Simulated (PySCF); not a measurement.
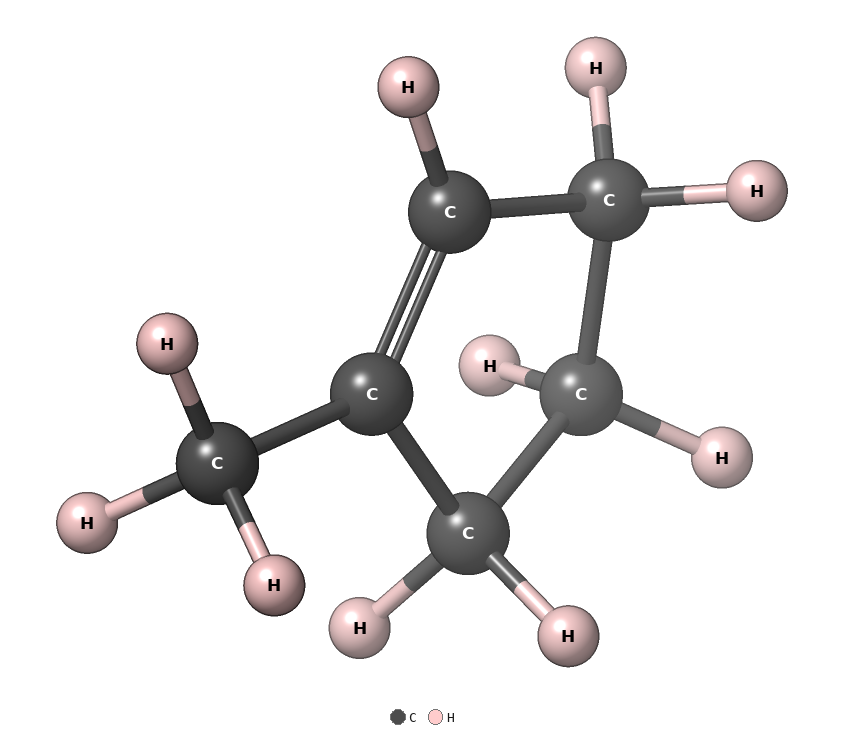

Orthographic view. Atoms fade into the background with distance from the viewer. The geometry was computed by an optimisation with PBE0-D3(BJ)/def2-SVP. No frequency run is at hand to confirm it as a minimum.

**Give the standard InChI.**

InChI=1S/C6H10/c1-6-4-2-3-5-6/h4H,2-3,5H2,1H3
